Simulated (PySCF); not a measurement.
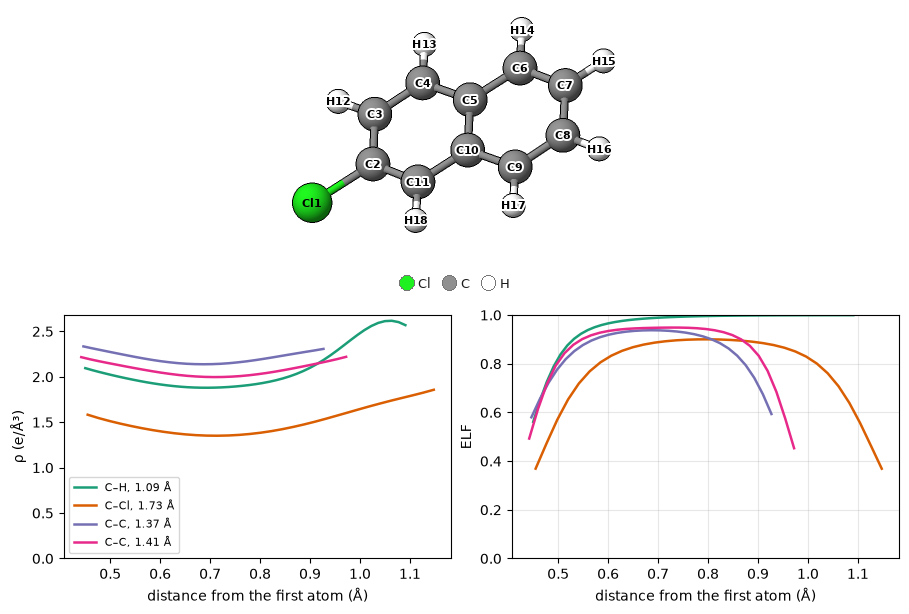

Figure. C10H7Cl. Electron density and electron localisation function along straight lines between neighbouring atoms. The curves leave out the atomic cores. The structure is drawn too.

Geometry: PBE0-D3(BJ)/def2-SVP.

All numbers below come from PBE0/def2-SVPD, SCF density, gas phase (PySCF 2.14.0).

```xyz
18

Cl   -5.5376   -3.3618   -1.0449
C    -4.1132   -2.3969   -0.8415
C    -4.2650   -1.0203   -0.5525
C    -3.1487   -0.2374   -0.3893
C    -1.8447   -0.7838   -0.5059
C    -0.6777    0.0047   -0.3428
C     0.5724   -0.5562   -0.4625
C     0.7108   -1.9338   -0.7510
C    -0.4026   -2.7244   -0.9145
C    -1.7063   -2.1763   -0.7977
C    -2.8697   -2.9697   -0.9628
H    -5.2686   -0.6019   -0.4635
H    -3.2580    0.8270   -0.1659
H    -0.7890    1.0691   -0.1202
H     1.4641    0.0617   -0.3353
H     1.7084   -2.3691   -0.8442
H    -0.2978   -3.7891   -1.1378
H    -2.7755   -4.0340   -1.1863
```

What kind of bonding do the profiles show?

Answer. C–H (1.09 Å): the density is about 2 e/Å³ at the midpoint; the ELF climbs to about 1 towards the hydrogen, as it does in any bond to H (a covalent bond by its length).
C–Cl (1.73 Å): the density is about 1.4 e/Å³ at the midpoint; the ELF peaks at about 0.90 between the atoms; a covalent bond.
C–C (1.37 Å): ρ at the midpoint is about 2.1 e/Å³; the ELF peaks at about 0.95 between the atoms; localised, covalent bonding.
C–C (1.41 Å): ρ is about 2 e/Å³ halfway; the ELF peaks at about 0.95 between the atoms; localised, covalent bonding.
